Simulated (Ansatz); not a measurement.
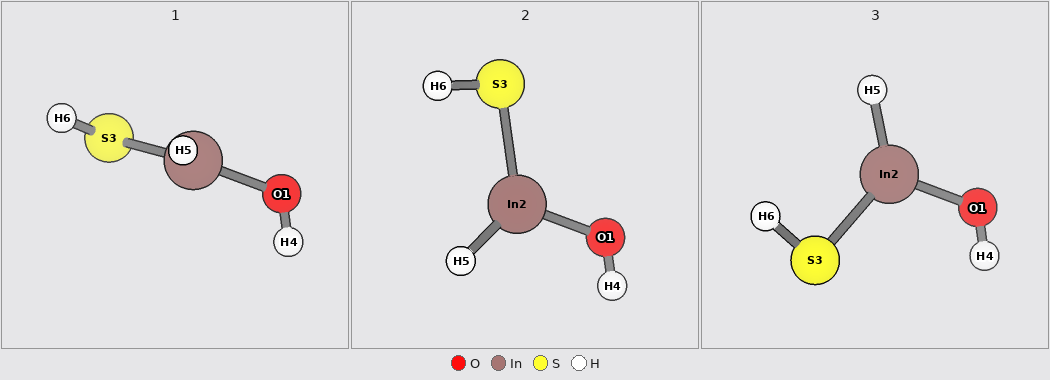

H₃InOS, SMILES [OH][InH][SH]. Coordinates scanned: (1) dihedral O1–In2–S3–H6; (2) dihedral H4–O1–In2–S3. Nothing is relaxed (all other coordinates rigid). Grid: 18 × 18 points; 164 points were computed and 160 follow by symmetry. Points are written as (first, second). All energies are given in cm⁻¹ relative to the lowest grid point. Level of theory: Ansatz, RKS CAM-B3LYP-D4/def2-SVP.

The numbered pictures are structures from this grid.

Q: Rank them by energy, lowest first.

A: 3, at (−180°, 0°): 0 cm⁻¹; 2, at (−180°, −180°): 493 cm⁻¹; 1, at (−180°, −100°): 1306 cm⁻¹.

The map, with the structures marked:

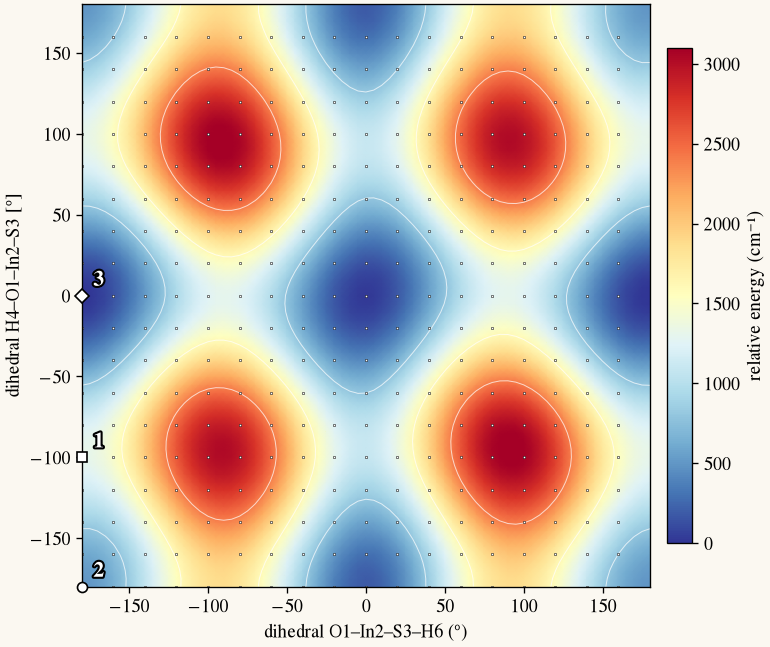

In the figure: a smooth colour map with a few white contour lines, dots at the grid points. Between grid points the surface is interpolated.
